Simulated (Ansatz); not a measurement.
Cl3GaH2

```json
{"atom": "Ga", "x (Å)": "-0.2041", "y (Å)": "0.4365", "z (Å)": "-0.2257"}
{"atom": "Cl", "x (Å)": "1.4067", "y (Å)": "-1.3541", "z (Å)": "-0.0471"}
{"atom": "Cl", "x (Å)": "-1.4132", "y (Å)": "0.1563", "z (Å)": "-1.9434"}
{"atom": "Cl", "x (Å)": "0.7110", "y (Å)": "2.2865", "z (Å)": "0.2557"}
{"atom": "H", "x (Å)": "0.2013", "y (Å)": "-1.0701", "z (Å)": "0.8422"}
{"atom": "H", "x (Å)": "-0.7016", "y (Å)": "-0.4550", "z (Å)": "1.1185"}
```

A transition-state structure; geometry: PBE0-D4/def2-TZVP.

Computed with Ansatz 0.2.0, RKS PBE0-D4/def2-TZVPP.

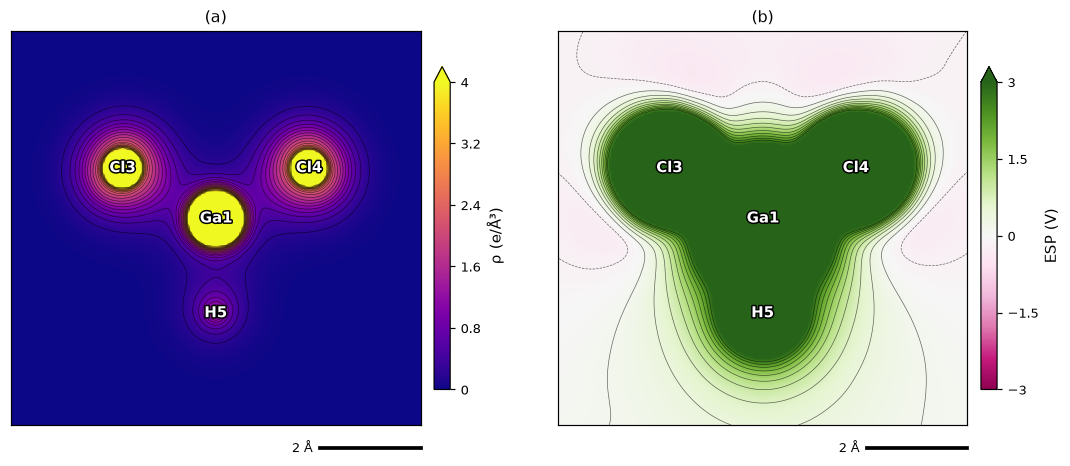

Figure 1. (a) total electron density; (b) molecular electrostatic potential on the plane of atoms Cl3, Ga1 and H5.

Question: What do the fields say about this system?

Answer:
- The plane passes through Ga, Cl and H nuclei.
- Ga–Cl (2.12 Å): ρ at the midpoint is about 0.76 e/Å³.
- Outside the dense part of the molecule the potential is most negative (−0.4 V) near Cl3 and Cl4.

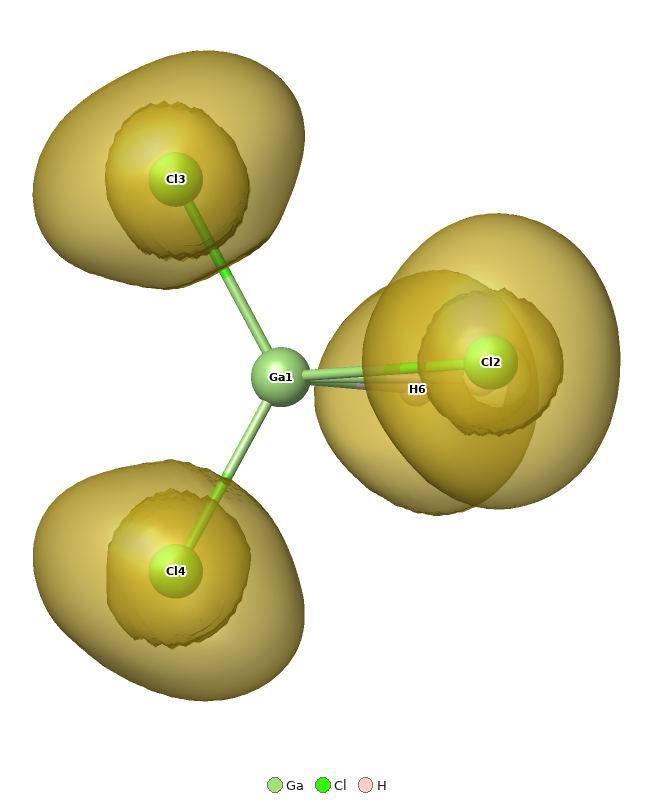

Figure 2. Isosurface of the ELF at 0.75 (yellow), seen across its widest extent. Core shells and regions of very low density are left out.

Question: What do the ELF domains correspond to?

Answer: The surface consists of two regions wrapped around Cl (the valence shell of each) and one joined region spread over several atoms (Cl, H), in which their bonds and any lone pairs are merged. Along the contacts the grid gives the following. Ga–Cl (2.12 Å): the ELF peaks at about 0.80 in the valence shell of Cl, 0.8 Å from its nucleus, and is about 0.60 at the midpoint. Cl–H (1.52 Å): the ELF climbs to about 0.95 towards the hydrogen, as it does in any bond to H.

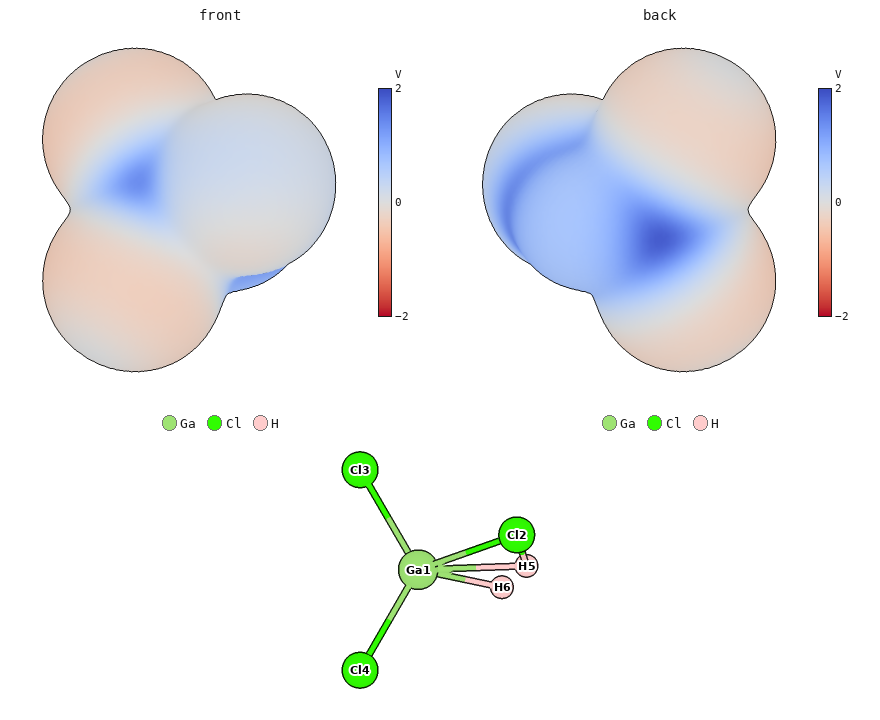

Figure 3. The molecular electrostatic potential painted on the density surface at 0.001 e/bohr³, seen from the front and from behind; the colour scale runs from red (negative) to blue (positive). The bare structure is drawn below in the same view.

Question: Describe the electrostatic potential map.

Answer: The most negative region (about −0.4 V, or −9 kcal/mol for a unit charge) lies over Cl3 and Cl4, the most positive (about +1.7 V, or +39 kcal/mol for a unit charge) over Ga1.
